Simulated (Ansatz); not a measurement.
# UCCSD/6-31G run of Si2 (disilicon)

Aim: the energy change on altering one bond length of Si2 (disilicon) at UCCSD/6-31G, from 2 runs. 

The results are computed with Ansatz 0.2.0.

65 further runs of the same task are left out: 32 that didn't finish, 33 set aside as unsound or not needed.

## 1. The structure to begin with

Si2: 2 atoms, total charge 0, spin state triplet. As SMILES, `[Si]=[Si]`. The shape is that of a GFN2-xTB optimisation.

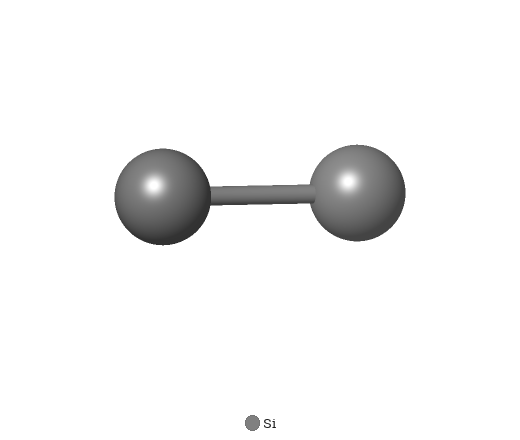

The structure, seen from a chosen angle (silicon grey).

## 2. A single-point energy at UCCSD/6-31G

File in.yaml:

```yaml
crystal:
  periodic: [false, false, false]
  atoms:
    - {symbol: Si, position_ang: [0.000000, 0.000000, 0.000000]}
    - {symbol: Si, position_ang: [0.000000, 0.000000, 2.174210]}
basis:
  gaussian: {orbitals: 6-31G}
magnetization: {spin_polarized: true, initial_magnetization: 2}
correlation: {method: ccsd, frozen_orbitals: {Si: 5}}
accuracy: high
scf: {omitted_lower_state_checks: [cluster_reference, increment]}
```

Command:

```sh
ansatz run in.yaml --threads 1 --pin off --max-ram 2610MiB --events-out events.jsonl --progress --plain --runs-dir runs
```

What it wrote, cut to the lines that bear on the results:

```text
Warning: RAYON_NUM_THREADS=1 ignored (pool sized by the plan → 1); use --threads N
Functional definition: HF
  name "HF"
[...]
504 factors; integrals over basis functions are off by at most 2.8e-9 eV
[...]
mean field -15719.47261910 eV, -577.6799637106 hartree, gradient 1.9e-8 eV, S^2 2.524386; 17 other end points of the search recorded, 0 dependent functions left out
10 core orbitals not correlated: weight in the atoms' cores, before any rotation towards them, 1.000 or more for the frozen orbitals, at most 0.000 for the correlated occupied ones
reference -15719.47261910 eV, -577.6799637106 hartree; 5, 3 occupied and 11, 13 virtual orbitals, 504 factors
second order -1.65852020 eV of doubles, -0.00000000 eV of singles
cycle   1  -1.98656672 eV  change   -3.3e-1 eV  update   1.0e-1
[...]
cycle  31  -2.66243884 eV  change  -1.1e-10 eV  update  6.9e-10
Total energy: -15722.13505794 eV, -577.7778065334 hartree
Checks for a lower state left out: cluster_reference, increment
```

Wall time 1.4 s (1 thread of Arm Neoverse V1, shared host).

## 3. The distorted shape at the same level

File job.yaml:

```yaml
crystal:
  periodic: [false, false, false]
  atoms:
    - symbol: Si
      position_ang: [0.000000, 0.000000, -0.543590]
    - symbol: Si
      position_ang: [0.000000, 0.000000, 2.174210]
basis:
  gaussian: {orbitals: 6-31G}
magnetization: {spin_polarized: true, initial_magnetization: 2}
scf: {omitted_lower_state_checks: [cluster_reference, increment]}
accuracy: high
correlation: {method: ccsd, frozen_orbitals: {Si: 5}}
```

Command:

```sh
ansatz run job.yaml --threads 1 --pin off --max-ram 2610MiB --events-out events.jsonl --progress --plain --runs-dir runs
```

What it wrote, cut to the lines that bear on the results:

```text
Warning: RAYON_NUM_THREADS=1 ignored (pool sized by the plan → 1); use --threads N
[... 2 set-up lines as earlier in the session ...]
[...]
510 factors; integrals over basis functions are off by at most 3.5e-9 eV
[...]
mean field -15719.29040020 eV, -577.6732672897 hartree, gradient 2.3e-8 eV, S^2 2.872290; 31 other end points of the search recorded, 0 dependent functions left out
10 core orbitals not correlated: weight in the atoms' cores, before any rotation towards them, 1.000 or more for the frozen orbitals, at most 0.000 for the correlated occupied ones
reference -15719.29040020 eV, -577.6732672897 hartree; 5, 3 occupied and 11, 13 virtual orbitals, 510 factors
second order -1.28461036 eV of doubles, -0.00000000 eV of singles
cycle   1  -1.62860109 eV  change   -3.4e-1 eV  update   1.0e-1
[...]
cycle  44  -2.23592517 eV  change  -2.6e-10 eV  update  8.7e-10
Total energy: -15721.52632537 eV, -577.7554360241 hartree
Checks for a lower state left out: cluster_reference, increment
```

Run time: 2.3 s. Hardware: 1 thread of Arm Neoverse V1, shared host.

## 4. Outcome

Level: UCCSD/6-31G, 10 core orbitals frozen.

| quantity | value |
| --- | --- |
| first shape: total energy | -577.77781 Eh |
| first shape: correlation energy (10 core orbitals frozen) | -97.8 mEh |
| first shape: ⟨S²⟩ of the reference determinant | 2.524 |
| first shape: T1 diagnostic | 0.118 |
| distorted shape: total energy | -577.75544 Eh |
| distorted shape: correlation energy (10 core orbitals frozen) | -82.2 mEh |
| distorted shape: ⟨S²⟩ of the reference determinant | 2.872 |
| distorted shape: T1 diagnostic | 0.128 |
| energy change with the Si1–Si2 bond stretched from 2.174 to 2.718 Å | 0.609 eV |

In words: With the Si1–Si2 bond stretched from 2.174 to 2.718 Å the energy rises by 0.61 eV (58.7 kJ/mol). The first shape isn't relaxed at this level, so the change isn't measured from a minimum. ⟨S²⟩ (first shape) is 2.52 where a pure triplet has 2.00: the reference is spin-contaminated. The T1 diagnostic (first shape) of 0.118 is above the customary mark for such species, so a single reference may not serve. ⟨S²⟩ (distorted shape) is 2.87 where a pure triplet has 2.00: the reference is spin-contaminated. The T1 diagnostic (distorted shape) of 0.128 is above the customary mark for such species, so a single reference may not serve.
